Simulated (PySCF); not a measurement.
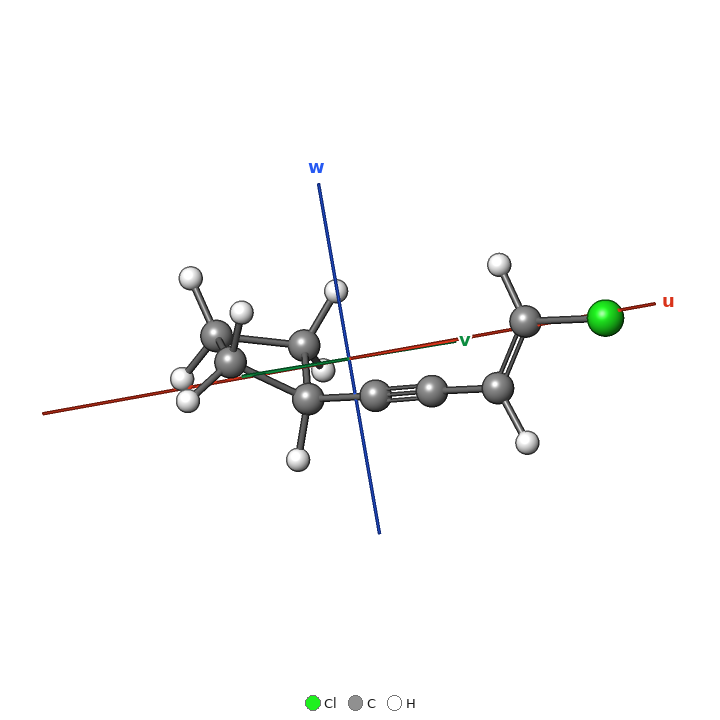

The lines u, v and w are the principal axes of the static dipole polarisability. The computed structure is the end point of a PBE0-D3(BJ)/def2-SVP optimisation. No frequency run is at hand to confirm it as a minimum. Computed with B3LYP/def2-SVPD (PySCF 2.14.0).

### Along which axis is the molecule most polarisable, and along which least?

Most along u, least along v.

### Give the three principal values.

u 192.8, v 82.2, w 88.5 bohr³; mean 121.2, anisotropy 107.6 bohr³.
